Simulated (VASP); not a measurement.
Energy against volume of GaN (zinc blende). Level of theory: PBE GGA with D3 dispersion (zero damping), VASP's PBE PAW potentials (set 64) (plane waves; VASP).

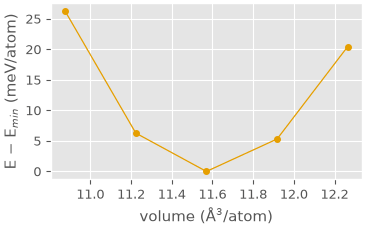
Energy against volume

Problem. Estimate the equilibrium volume and the bulk modulus.

Solution. The minimum lies near 11.6 Å³/atom, and the curvature gives B0 of about 180 GPa.

Measured: a 4.500 Å at 300 K (computed value off by +0.5 %), as given by I. Vurgaftman et al., Journal of Applied Physics (2001), doi:10.1063/1.1368156. The calculation is for a static lattice, while the measured a holds thermal and zero-point effects, which are part of the difference.

The compound is GaN in the zinc blende structure, a metastable form; wurtzite is the usual one. It was relaxed first.
